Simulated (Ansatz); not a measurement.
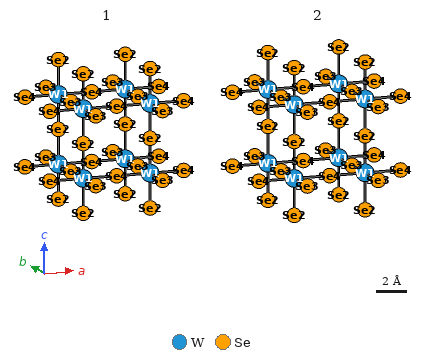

Two geometries of solid WSe3 (a generated structure, set up in Pm-3m) (coarse preliminary run), drawn at one scale. One is the start of a relaxation, the other its converged end. Style: ball-and-stick. Shown: the cell of the calculation, slightly off an axis.

The calculation used Ansatz 0.2.0, DFT PBEsol, scalar-relativistic, plane waves, PAW. Settings: plane-wave cutoff 420 eV; k-point mesh 4 × 4 × 4; occupations gaussian; smearing width 0.1 eV; no spin polarisation; cell and atoms relaxed; force threshold 0.05 eV/Å; at most 80 steps.

### Which one is relaxed?

Structure 1 is the relaxed one. The energy falls by 195 meV per atom in 3 accepted moves (4 points after the start). All forces vanish by symmetry, so only the cell relaxes. The pressure goes from −9.65 to −0.02 GPa. At 1 point the geometry stayed and the basis and grid were re-selected for the new cell (energy shift of 0.5 meV per atom at most each time). The atoms keep their places relative to the cell (all moves are under 0.005 Å). The drawn cell changes as follows: a = b = c 5.176 → 4.887 Å (−5.6 %); the volume changes by −15.8 %. Near-neighbour distances that change, for instance: W1–Se2 2.588 → 2.444 Å. The space group stays Pm-3m (No. 221).
